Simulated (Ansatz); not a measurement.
**Molecular dynamics of CH$_{12}$O$_{5}$ (part 4 of 4)**

Continued. System: CH$_{12}$O$_{5}$ (disordered cell, 18 atoms in the cell). Method: DFT PBE-D3(BJ), scalar-relativistic, plane waves, PAW, no spin polarisation (Ansatz 0.2.0); cutoff 420 eV, 1×1×1 k-mesh, Fermi–Dirac smearing of 0.02 eV. It belongs to a series of runs on one base structure; here: dynamics from the last frame of the run before.

Geometry of the input (Å; fractional positions):
```
5.7185  0.0000  0.0000
0.0000  5.7185  0.0000
0.0000  0.0000  5.7185
O  0.3232  1.1435  0.6580
H  0.4579  1.1643  0.7516
H  0.2108  1.2449  0.7366
O  0.8918  0.6353  0.5698
H  1.0556  0.5925  0.5959
H  0.8490  0.7882  0.5116
O  0.5402  0.4716  0.9259
H  0.6931  0.5115  0.8453
H  0.5537  0.6373  0.9782
O  0.3656  0.5141  0.4117
H  0.3389  0.4949  0.2442
H  0.4379  0.3631  0.4333
C  1.0863  0.9826  0.1771
O  0.9420  0.8619  0.0150
H  1.2773  0.8991  0.1629
H  1.0195  0.7670  -0.1010
H  1.0854  1.1896  0.1356
H  1.0054  0.9711  0.3418
```

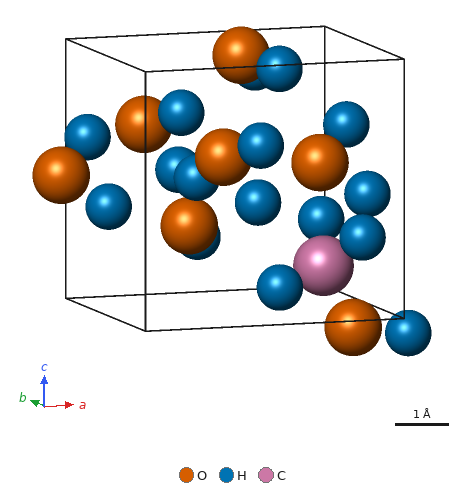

Fig. 1: The geometry at step 333 of the log (spheres-only view of the cell of the calculation, seen slightly off an axis).

### Trajectory as extended XYZ, continued
```
18
Lattice="5.1960 0.0000 0.0000 0.0000 5.0922 0.0000 0.0000 0.0000 5.2886" Properties=species:S:1:pos:R:3:forces:R:3 step=250 time_fs=125.0 energy=-3277.77177 temperature=1277.8 pressure_GPa=5.36
O     1.5255    5.0470    3.6343    0.3602   1.3718  -2.5345
H     2.5040    4.8109    3.6893   -1.4940   0.2127  -0.4414
H     1.2782    5.3620    2.6563    1.6716  -0.7387   2.6492
O     4.7249    3.5663    2.8128   -0.1256   2.3922   1.1686
H     5.5196    3.3048    2.3260    0.5786  -0.1857  -0.2892
H     5.0415    4.4982    3.2301   -0.8515  -3.5087  -0.7730
O     3.2167    3.3345    4.9856   -1.7668  -3.1719   0.2202
H     3.8102    2.5878    4.7701   -0.3795   0.7711  -0.2581
H     3.7602    4.0999    4.9960    1.1891   1.3484  -0.2222
O     1.7626    2.5653    1.8112   -1.8023  -0.4201  -1.2455
H     2.3126    2.2955    1.0499   -0.5039   1.2854  -0.1236
H     2.2959    2.4837    2.5743    1.2404   0.0457   1.6596
C     4.2062    5.9229    1.0857   -0.6875   2.5950  -2.6185
O     4.2917    5.5195   -0.3455    2.5183   4.6593  -2.1682
H     5.1431    6.3503    1.4080    0.2599   0.5891   0.0842
H     4.8184    6.2767   -0.9684   -1.4972  -2.6965   2.4017
H     3.2835    6.5755    1.2214    2.1179  -1.4405   0.1349
H     4.1150    4.9704    1.4019   -0.8276  -3.1084   2.3556
18
Lattice="5.1771 0.0000 0.0000 0.0000 4.9848 0.0000 0.0000 0.0000 5.2150" Properties=species:S:1:pos:R:3:forces:R:3 step=267 time_fs=133.5 energy=-3277.68986 temperature=1532.7 pressure_GPa=11.53
O     1.5070    4.9460    3.5173    2.1850   0.5909  -0.1179
H     2.4525    4.6370    3.5006   -0.7362  -0.7356   1.2272
H     1.6695    5.3973    2.6863   -1.0938   0.8636  -1.1047
O     4.6818    3.5848    2.7099    2.1042  -1.6077  -0.9710
H     5.6051    3.2603    2.2577   -2.2058   0.0276   0.2553
H     5.2379    4.1373    3.2881   -0.3204   0.4762   0.5143
O     3.1690    3.3312    4.9581   -0.8032   1.7227   0.0460
H     3.7916    2.6360    4.9469    1.1263  -1.4034  -0.4148
H     3.7722    4.1702    4.8187   -1.0971  -1.0465   0.1070
O     1.7133    2.5534    1.7967   -0.5885  -0.8878   0.3693
H     2.2438    2.6639    0.9604    0.3180   0.8338   0.5271
H     2.2233    2.2575    2.5802    0.2741   0.6295  -0.6542
C     4.0837    5.8562    0.9779    6.1253  -4.8972   3.6554
O     4.2846    5.5368   -0.3385   -4.3350  -4.1987   1.0458
H     5.0497    6.2886    1.4884   -1.9270   0.0264  -1.0606
H     4.8429    6.0123   -0.7821    5.5412   4.4449  -3.9978
H     3.2243    6.3134    1.0905   -3.8278   2.2357   0.9237
H     4.1255    4.7083    1.4818   -0.7392   2.9256  -0.3503
18
Lattice="5.1750 0.0000 0.0000 0.0000 4.8952 0.0000 0.0000 0.0000 5.1558" Properties=species:S:1:pos:R:3:forces:R:3 step=283 time_fs=141.5 energy=-3277.32796 temperature=1423.0 pressure_GPa=4.94
O     1.5284    4.8978    3.4268    2.7979   3.2677  -2.9696
H     2.3083    4.3098    3.5417   -0.4610  -0.2188   0.3935
H     1.9838    5.5322    2.6183   -2.1396  -2.6691   2.5996
O     4.7210    3.5622    2.6151   -2.0281   0.4424   3.2208
H     5.4165    3.1696    2.1457    2.1239  -1.2648  -1.7231
H     5.2917    3.8542    3.3926   -1.0268   0.1418  -1.2088
O     3.1304    3.3431    4.9154    0.1901  -2.0752   0.6687
H     3.8237    2.6000    5.0252   -1.5728   1.3023  -0.5376
H     3.6250    4.1322    4.6314    0.6653   0.5488   0.0241
O     1.6931    2.5096    1.7483    1.2264   0.7215  -0.2366
H     2.2629    3.2195    1.1581   -0.5719  -2.1508   1.1139
H     2.2515    2.0945    2.4747   -0.4468   1.8707  -0.8731
C     4.0468    5.7127    1.0054   -3.9490   3.5393  -1.7439
O     4.2892    5.5525   -0.3997    3.9368   2.1832  -1.6705
H     4.6860    6.3808    1.4417    2.0342   1.8089   1.0032
H     5.2666    6.0496   -0.7866   -3.4525  -2.3380   1.8107
H     2.9562    6.2194    1.2066    2.2081  -1.3778  -1.3423
H     4.0465    4.8849    1.5609    0.4658  -3.7323   1.4713
18
Lattice="5.1832 0.0000 0.0000 0.0000 4.8141 0.0000 0.0000 0.0000 5.1052" Properties=species:S:1:pos:R:3:forces:R:3 step=300 time_fs=150.0 energy=-3276.76358 temperature=1269.9 pressure_GPa=7.22
O     1.6136    4.9167    3.3145   -2.3227  -4.7963   6.1233
H     1.9462    3.9255    3.6454    0.3117   3.5155  -1.3020
H     1.9703    5.3892    2.6569    2.7599   1.6376  -4.0862
O     4.7337    3.4882    2.5674    1.1328  -1.3800   0.5504
H     5.3946    3.0230    1.8571   -0.8857   1.3737   2.8174
H     5.2901    3.6789    3.4143   -1.1792  -0.1331  -2.5536
O     3.0859    3.3502    4.8883   -0.4268   0.0655  -0.3644
H     3.7052    2.6040    4.9737   -0.2397  -0.4504  -0.5265
H     3.6098    4.0624    4.4720    0.2424   0.4911   0.0016
O     1.7083    2.5286    1.6639   -1.2463  -1.8062   0.1103
H     2.1985    3.3112    1.5774    1.0228   2.7967  -1.7846
H     2.2737    2.2652    2.3773    0.3026  -1.2314   1.7469
C     3.9587    5.6753    1.0555    4.9955   0.0666  -0.1710
O     4.3692    5.5939   -0.4850   -2.1165   0.0652   2.3126
H     4.4895    6.7234    1.4308   -0.7928  -3.2028  -0.5183
H     5.2968    5.7573   -0.4585    1.7784   0.0048  -0.2886
H     3.0173    6.0223    1.1377   -3.4832   0.2870  -0.8617
H     4.1635    4.6343    1.6636    0.1469   2.6965  -1.2054
18
Lattice="5.1992 0.0000 0.0000 0.0000 4.7339 0.0000 0.0000 0.0000 5.0552" Properties=species:S:1:pos:R:3:forces:R:3 step=317 time_fs=158.5 energy=-3277.77351 temperature=1777.3 pressure_GPa=9.65
O     1.6471    4.9076    3.2968    0.1385   2.4618  -1.6454
H     1.8665    4.0079    3.4843    1.0684  -1.3522   0.8943
H     2.1757    5.1179    2.4600   -0.6240  -0.0442   1.1326
O     4.7224    3.3596    2.5579   -2.8747  -0.5337  -0.7721
H     5.4000    3.1088    1.9332    0.8875  -0.6392  -1.0125
H     5.2936    3.5694    3.2451    1.2296   1.0037   2.3952
O     3.0665    3.3629    4.8262    0.7017   2.9999  -1.5221
H     3.6022    2.5904    4.7848    0.8092  -1.7918  -0.2392
H     3.7042    4.0744    4.3948   -1.5061  -1.0229   0.9522
O     1.7493    2.5797    1.5940    1.4002   3.0755   1.4015
H     2.1425    3.6004    1.5469   -0.9834  -3.5893  -0.8109
H     2.1183    2.3888    2.4974   -0.3864  -0.3798  -0.4622
C     3.9739    5.6618    1.0798   -4.1687  -3.1715  -5.6154
O     4.4437    5.6304   -0.4257    1.2936  -0.1981   2.3759
H     4.2947    6.4916    1.4913    1.2810   4.2539   1.8676
H     5.4265    5.4875   -0.3047   -0.6005   0.2884  -0.7537
H     2.7812    5.7451    0.7738    2.4407  -0.5014   1.4206
H     4.3440    4.7964    1.5762   -0.1067  -0.8591   0.3936
18
Lattice="5.2159 0.0000 0.0000 0.0000 4.6597 0.0000 0.0000 0.0000 4.9942" Properties=species:S:1:pos:R:3:forces:R:3 step=333 time_fs=166.5 energy=-3277.03474 temperature=1556.4 pressure_GPa=4.09
O     1.6807    4.9752    3.2297    2.9476  -2.5704  -2.4862
H     2.1238    4.0786    3.5544   -1.0704   1.4568   1.3014
H     2.2831    4.7041    2.3654   -1.9860   2.2319   1.6460
O     4.6296    3.2315    2.5922    2.5795  -0.2177  -1.6489
H     5.5387    3.0943    1.9644   -2.1472  -0.0173   0.4721
H     5.2553    3.5078    3.2597   -0.0593   0.7234   1.5147
O     3.1022    3.4100    4.7059   -0.8382  -4.2003   0.1070
H     3.5435    2.4494    4.5538   -0.5900   2.6603   0.0169
H     3.6209    4.1081    4.3528    1.8159   1.2393  -0.9268
O     1.7993    2.6625    1.5863   -1.6934  -0.5322   0.1888
H     2.2435    3.4740    1.2438    0.5416  -0.8494   0.1551
H     1.8742    2.4352    2.5385    0.7272   0.1021  -0.3220
C     3.9177    5.6189    0.9488    2.7784  -0.0829   5.1378
O     4.5266    5.6476   -0.2722    3.7894  -0.5323  -3.2480
H     4.2131    6.6157    1.6978   -1.7206  -2.7061  -2.3013
H     5.4964    5.2421   -0.3706   -2.1914   1.3552   0.3834
H     2.9336    5.3145    0.6163   -1.5385   0.5400   0.9687
H     4.4041    4.7476    1.5878   -1.3445   1.3995  -0.9587
18
Lattice="5.2088 0.0000 0.0000 0.0000 4.5822 0.0000 0.0000 0.0000 4.9303" Properties=species:S:1:pos:R:3:forces:R:3 step=350 time_fs=175.0 energy=-3277.70835 temperature=2051.0 pressure_GPa=11.70
O     1.7495    4.9561    3.1596   -2.0140   1.2194   5.8477
H     2.2182    4.4614    3.9589   -1.2342   0.6450  -2.9856
H     2.1525    4.8506    2.3563    1.9930  -0.8453  -3.1960
O     4.5941    3.1137    2.6260    1.6236   1.1584   1.3568
H     5.3525    3.0786    1.9532   -0.3849  -0.0700   0.9978
H     5.0052    3.5953    3.4509   -0.3284  -1.1174  -2.5902
O     3.0846    3.3911    4.5814    0.9517   1.1835   0.1279
H     3.4982    2.6204    4.1855    0.4136  -1.0487  -0.7002
H     3.6383    4.1836    4.2646   -0.0634  -0.9843   0.5144
O     1.8407    2.6840    1.5661   -1.7747  -0.5621   0.1189
H     2.4552    3.2532    1.0038   -0.1349  -0.7150   1.4119
H     1.8068    2.5334    2.5498    0.9536   0.5220  -1.2103
C     3.9051    5.5084    0.9773   -0.1536  -3.7626  -0.3851
O     4.6881    5.6708   -0.2056   -5.3347   2.5848   0.3129
H     3.7006    6.3700    1.4788    0.0966   2.5617   0.8832
H     5.4305    5.1930   -0.3767    3.9120  -2.4171  -0.2111
H     2.8519    5.0350    0.7801    1.1320   1.2351  -0.2483
H     4.3104    4.7414    1.6677    0.3465   0.4125  -0.0446
18
Lattice="5.2123 0.0000 0.0000 0.0000 4.5460 0.0000 0.0000 0.0000 4.8762" Properties=species:S:1:pos:R:3:forces:R:3 step=367 time_fs=183.5 energy=-3276.61063 temperature=1605.5 pressure_GPa=7.77
O     1.7929    5.0445    3.1692   -3.3650   3.0844  -2.1598
H     2.2782    4.7220    3.8690    2.1596  -1.8212   1.4509
H     2.1121    4.9115    2.2570    0.2820  -0.5368   0.5072
O     4.5830    3.0404    2.6409   -1.7605  -1.0090  -0.5411
H     5.2656    2.9815    1.9938    1.7122  -0.1269  -0.7995
H     4.7889    3.6572    3.3203    1.4025   1.0272   0.4765
O     3.0845    3.3540    4.4447    1.7680   2.2820   0.9553
H     3.4777    2.7034    3.8654    0.5648  -0.9278  -0.7103
H     3.7307    4.2154    4.3692   -1.4991  -2.3199   0.2895
O     1.7970    2.7435    1.5257    1.9503   0.2113  -0.2641
H     2.7718    2.7519    1.0431   -3.5511   1.2415   0.5558
H     2.0421    2.6712    2.4738   -0.5033  -0.1599  -0.2389
C     3.9083    5.4040    1.0146   -1.4999   1.5791   0.4683
O     4.7527    5.7414   -0.1788    0.5564  -4.1955   0.9594
H     3.4359    6.4054    1.3119    2.6383  -1.9436   0.4260
H     5.5825    5.0333   -0.3170   -2.4700   2.4356   0.3813
H     2.8014    5.0045    0.8170    1.7456  -0.0625  -0.5083
H     4.3255    4.7270    1.8509   -0.1309   1.2422  -1.2482
18
Lattice="5.2154 0.0000 0.0000 0.0000 4.5261 0.0000 0.0000 0.0000 4.8463" Properties=species:S:1:pos:R:3:forces:R:3 step=383 time_fs=191.5 energy=-3276.38835 temperature=1648.6 pressure_GPa=10.47
O     1.7438    5.2322    3.2214    3.5829  -2.1861  -2.3127
H     2.5522    4.7128    3.6644   -2.4040   0.9510  -0.0911
H     2.1298    4.8154    2.2950   -1.9401   1.6527   1.8783
O     4.5399    2.9967    2.6057    3.7478  -1.0646  -3.2320
H     5.4582    2.7619    1.9601   -2.8477   0.5299   1.8071
H     4.8586    3.7657    3.0949    0.4711   0.2707   0.1980
O     3.0961    3.3263    4.3590   -2.6491  -4.4731  -2.3083
H     3.4339    2.7415    3.5201    0.2841   1.3330   2.2965
H     3.6828    4.0021    4.5094    3.0349   2.2203   0.4943
O     1.7717    2.8349    1.4953   -7.6120   2.1710   3.4557
H     2.5041    2.6502    1.0884    5.8317  -1.4803  -4.8539
H     2.0821    2.9432    2.3769   -0.1087  -0.0917   1.9523
C     3.9154    5.3620    1.0172   -2.0192   2.3235   0.0640
O     4.7501    5.7305   -0.1106   -0.1603  -2.2052   0.7691
H     3.5805    6.3783    1.2612    0.7460  -0.8944   0.4655
H     5.4701    5.0730   -0.1880    0.3432   0.1910  -0.2960
H     2.8533    4.9326    0.6195    1.9718   0.4154   1.4246
H     4.3629    4.9359    1.9936   -0.2722   0.3369  -1.7113
18
Lattice="5.2022 0.0000 0.0000 0.0000 4.5185 0.0000 0.0000 0.0000 4.8215" Properties=species:S:1:pos:R:3:forces:R:3 step=400 time_fs=200.0 energy=-3277.09251 temperature=1862.0 pressure_GPa=13.46
O     1.7744    5.3706    3.2431    0.5984   0.5614   2.5010
H     2.4986    4.7748    3.5576   -0.3845   0.1510   0.5721
H     1.7176    5.0307    2.3899   -0.4716  -0.7122  -3.2733
O     4.5663    2.9542    2.4930   -2.8504   5.0758   2.6121
H     5.2634    2.5412    2.1405    4.8351  -2.7706  -2.3879
H     4.9948    3.8488    2.8009   -0.9052  -1.7175  -0.7411
O     3.0781    3.2569    4.2601    1.0820   2.7878   3.4848
H     3.4981    2.9009    3.5033    1.4438  -1.7896  -1.8543
H     3.9173    3.8207    4.6443   -2.6542  -1.8822  -1.0395
O     1.6620    2.9754    1.5089    2.2741  -0.1696  -0.3601
H     2.4041    2.5525    0.7063   -2.2473   2.0367   2.9660
H     2.0239    3.1218    2.4823   -0.5419  -1.1006  -2.9256
C     3.8683    5.4833    1.0354   -0.8346  -2.2802   1.2297
O     4.7002    5.6836   -0.0164    0.8262  -0.0202  -1.7331
H     3.6722    6.4308    1.4326   -1.7728   1.2303  -0.3134
H     5.4305    5.0681   -0.0889    1.0140  -0.4305  -0.0409
H     3.0755    4.7095    0.7508    0.0390   1.6111   1.3041
H     4.3508    5.1421    1.9850    0.5499  -0.5810  -0.0005
```
